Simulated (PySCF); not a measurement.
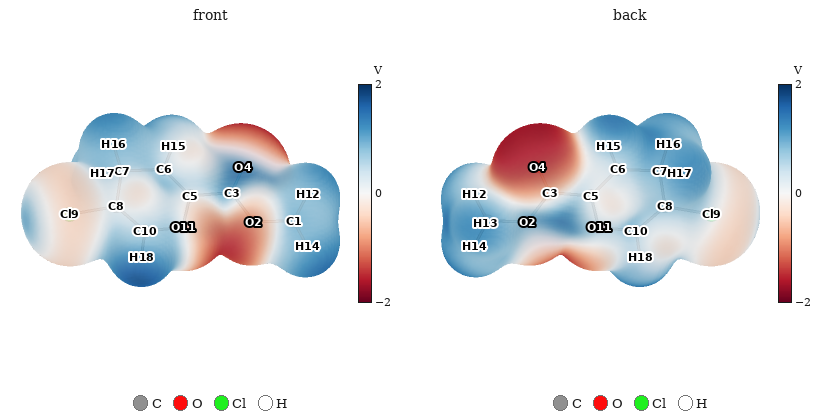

The picture shows: C$_{7}$H$_{7}$ClO$_{3}$. The electrostatic potential painted on the density surface at 0.004 e/bohr³, seen from the front and from behind; red is negative and blue positive.

Geometry: GFN2-xTB.

Computed with PBE0/pcSseg-1, SCF density, gas phase, non-relativistic in PySCF 2.14.0.

```tsv
atom	x (Å)	y (Å)	z (Å)
C	3.4933	-0.5564	0.5542
O	2.0809	-0.4714	0.6775
C	1.4324	0.0156	-0.3775
O	1.9656	0.3759	-1.3977
C	-0.0388	0.0666	-0.1561
C	-0.8572	0.5273	-1.1042
C	-2.3438	0.6010	-0.9350
C	-2.6881	0.0819	0.4322
Cl	-4.3639	0.0742	0.8470
C	-1.7855	-0.3554	1.3020
O	-0.4441	-0.3887	1.0677
H	3.9185	0.4335	0.3763
H	3.7625	-1.2072	-0.2803
H	3.8557	-0.9665	1.4931
H	-0.4268	0.8616	-2.0345
H	-2.6931	1.6343	-1.0522
H	-2.8485	0.0091	-1.7085
H	-2.0279	-0.7289	2.2844
```

Where is the surface potential most negative and most positive?

The most negative region (about −1.7 V) lies over O4, the most positive (about +1.6 V) over H18. Cl9 shows a σ-hole: about +0.9 V at the tip opposite its bond, against about −0.3 V on its flanks. O4 is the likeliest acceptor of a hydrogen bond.

What dipole moment does the calculation give?

Its dipole moment is 0.93 D.
